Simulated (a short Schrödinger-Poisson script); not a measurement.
System: MOS inversion layer, SiO2 on p-type Ge(100), at 300 K.

| layer | material | thickness (nm) | Na (cm⁻³) |
|---|---|---|---|
| 1 | SiO2 | 0.9 | - |
| 2 | Ge | 1800 | 5.5e16 |

Constants are typed, rounded textbook-type inputs, not results; the design itself was drawn at random and stands for no fabricated device. SiO2: permittivity 3.9, conduction-band edge (eV) 3.1, gap (eV) 9, electron mass (mₑ) 0.5. Ge: permittivity 16, conduction-band edge (eV) 0, gap (eV) 0.664, Nv at 300 K (cm⁻³) 6e18.

Channel valleys (confinement mass, in-plane density-of-states mass, number): L4 0.12, 0.295, 4. At the gate the conduction-band edge of layer 1 lies 3.15 eV − eVg above the Fermi level of the channel; the field vanishes at the back. Gaps are held at their typed values at every temperature. Mesh 0.03 nm at interfaces.

Solved with a short Schrödinger-Poisson script written for these runs: 1D Poisson equation in equilibrium, electrons quantum, Hartree (BenDaniel-Duke, 12 states a valley, the channel's in-plane mass for all, wave functions ending at the dielectric), parabolic valleys, classical holes, full ionisation, no traps, pinning or gate leakage.

Only gate voltages with over 1e8 electrons/cm² are shown.

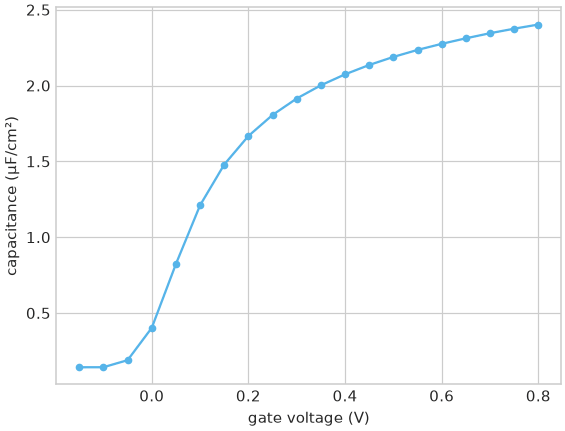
Figure: Quasi-static capacitance against gate voltage

| Vg (V) | electrons (cm⁻²) | C (μF/cm²) | L4 E0 (meV) | L4 E1 (meV) |
|---|---|---|---|---|
| -0.15 | 4.37e8 | 0.142 | 274.1 | 311.0 |
| -0.1 | 2.43e9 | 0.143 | 228.8 | 267.9 |
| -0.05 | 1.34e10 | 0.189 | 183.9 | 225.1 |
| 0 | 6.59e10 | 0.402 | 142.1 | 185.6 |
| 0.05 | 2.31e11 | 0.823 | 108.9 | 155.4 |
| 0.1 | 5.37e11 | 1.21 | 86.0 | 136.3 |
| 0.15 | 9.52e11 | 1.48 | 70.2 | 124.6 |
| 0.2 | 1.44e12 | 1.67 | 58.5 | 116.9 |
| 0.25 | 1.98e12 | 1.81 | 49.3 | 111.7 |
| 0.3 | 2.56e12 | 1.91 | 41.8 | 107.8 |
| 0.35 | 3.17e12 | 2.00 | 35.3 | 105.0 |
| 0.4 | 3.81e12 | 2.07 | 29.7 | 102.7 |
| 0.45 | 4.46e12 | 2.14 | 24.7 | 101.0 |
| 0.5 | 5.14e12 | 2.19 | 20.2 | 99.6 |
| 0.55 | 5.83e12 | 2.23 | 16.1 | 98.4 |
| 0.6 | 6.53e12 | 2.28 | 12.2 | 97.5 |
| 0.65 | 7.25e12 | 2.31 | 8.7 | 96.7 |
| 0.7 | 7.97e12 | 2.35 | 5.3 | 96.1 |
| 0.75 | 8.71e12 | 2.37 | 2.1 | 95.5 |
| 0.8 | 9.46e12 | 2.40 | -0.9 | 95.0 |

Subbands count from the Fermi level.

Only the L valleys are kept; under strong confinement the Δ valleys of Ge fill too.
